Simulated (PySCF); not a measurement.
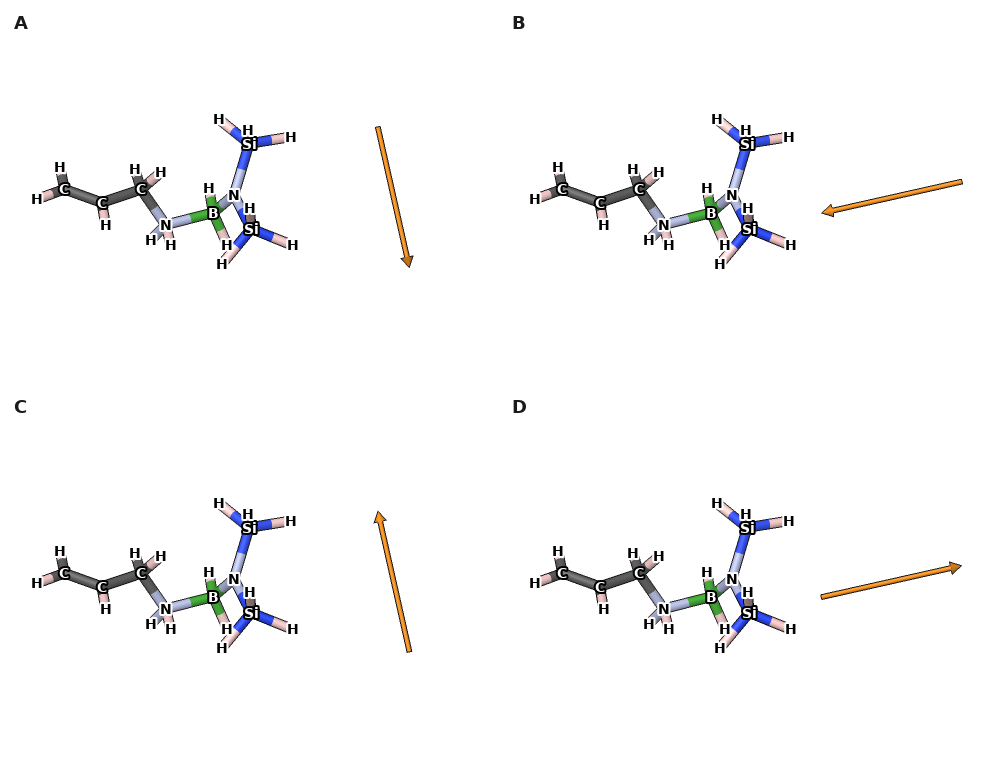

The same molecule four times, each with an arrow. The geometry was computed by an optimisation with GFN2-xTB. No frequency run is at hand to confirm it as a minimum. Properties computed with PBE0/pcSseg-1, gas phase (PySCF 2.14.0).

Question: Which arrow points along the dipole moment, from the negative to the positive end?

Answer: B. The dipole moment is 4.93 D.

The geometry is semi-empirical. Around B, Si such bond lengths and angles can be off by a tenth of an ångström or more and by several degrees, and values that hang on the shape move with them.
